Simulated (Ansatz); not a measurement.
# BH3F (doublet): from Hartree-Fock to the top rungs at distance B1–H4 along a hydrogen transfer = 1.518 Å, cc-pVDZ

How much of the correlation energy of BH3F (doublet) does each wave-function method recover here?

The runs use Ansatz 0.2.0, Gaussian basis; cc-pVDZ, core rule «outside noble gas», up to 2 orbitals frozen.

To be run: UHF; CCSD(T) on ROHF; CCSD(T) on UHF; BCCD(T) on ROHF; CISD; CCSDT(Q) on ROHF; CCSDT(Q) on UHF; CASSCF and MRCISD+Q, 3 electrons in 3 orbitals; CASSCF and NEVPT2, 3 electrons in 3 orbitals.

14 further runs of the same task are left out: 9 for a known fault of the program, 4 that didn't finish, 1 set aside as unsound or not needed.

## (1) What is computed

The geometry derives from fragments relaxed apart (PBE0/def2-TZVP) and kept rigid, so it is no stationary point. A hydrogen atom is moved between rigid fragments.

5 atoms, charge 0, spin multiplicity 2.

Atoms are counted from 1 here; the program's logs count them from 0.

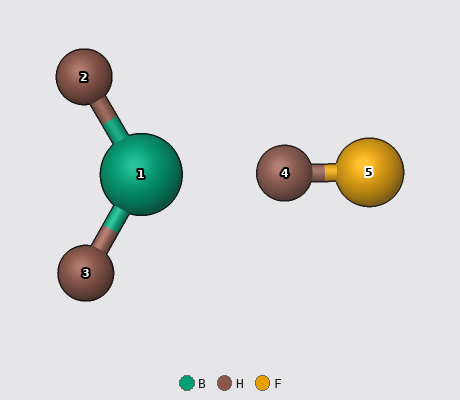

The geometry (boron teal, hydrogen brown, fluorine amber); atoms are numbered from 1 in the order of the file.

As a file:

```xyz
5

B    -1.4091    0.0000    0.0000
H    -2.0058    1.0336    0.0000
H    -2.0058   -1.0336    0.0000
H     0.1089    0.0000    0.0000
F     1.0089    0.0000    0.0000
```

## (2) UHF

The input, in.yaml:

```yaml
crystal:
  periodic: [false, false, false]
  atoms:
    - {symbol: B, position_ang: [-1.409099, 0.000000, 0.000000]}
    - {symbol: H, position_ang: [-2.005832, 1.033571, 0.000000]}
    - {symbol: H, position_ang: [-2.005832, -1.033571, 0.000000]}
    - {symbol: H, position_ang: [0.108901, 0.000000, 0.000000]}
    - {symbol: F, position_ang: [1.008901, 0.000000, 0.000000]}
basis:
  gaussian: {orbitals: cc-pVDZ}
magnetization: {spin_polarized: true, initial_magnetization: 1}
hamiltonian: {xc: hf}
output: {orbitals: {seedname: orbitals}}
```

Command:

```
$ ansatz run in.yaml --threads 1 --pin off --events-out ev --progress --plain --max-ram 2393MiB
```

Further steps of the session: CCSD(T) on ROHF; CCSD(T) on UHF; BCCD(T) on ROHF; CISD; CCSDT(Q) on ROHF; CCSDT(Q) on UHF; CASSCF and MRCISD+Q, 3 electrons in 3 orbitals; CASSCF and NEVPT2, 3 electrons in 3 orbitals.

Before running them: what should the planned runs give, taken together? Wanted: UCCSDT(Q) below the RHF energy; RMP2 from UCCSDT(Q); UMP2 from UCCSDT(Q); RCCSD from UCCSDT(Q); RCCSD(T) from UCCSDT(Q); UCCSD(T) from UCCSDT(Q); RCCSDT(Q) from UCCSDT(Q); MRCISD+Q pair from UCCSDT(Q); T1 diagnostic.

**Answer**, as computed:

```
                         quantity                                                   value
   UCCSDT(Q) below the RHF energy                                              -8.3860 eV
              RMP2 from UCCSDT(Q)                                            +77.3 kJ/mol
              UMP2 from UCCSDT(Q)                                            +77.8 kJ/mol
             RCCSD from UCCSDT(Q)                                            +13.4 kJ/mol
          RCCSD(T) from UCCSDT(Q)                                             +2.6 kJ/mol
          UCCSD(T) from UCCSDT(Q)                                             +2.6 kJ/mol
         RCCSDT(Q) from UCCSDT(Q)                                             +0.1 kJ/mol
     MRCISD+Q pair from UCCSDT(Q)                                             +7.2 kJ/mol
levels within 1 kcal/mol (43 meV)  RCCSD(T), UCCSD(T), BCCD(T), RCCSDT, UCCSDT, RCCSDT(Q)
                    T1 diagnostic                                                   0.015
```

In words: RCCSD(T) misses by +2.6 kJ/mol, 0.3 % of the correlation energy. These misses are within one basis, not against nature; the frozen cores of restricted and unrestricted runs differ, which can shift their rows.
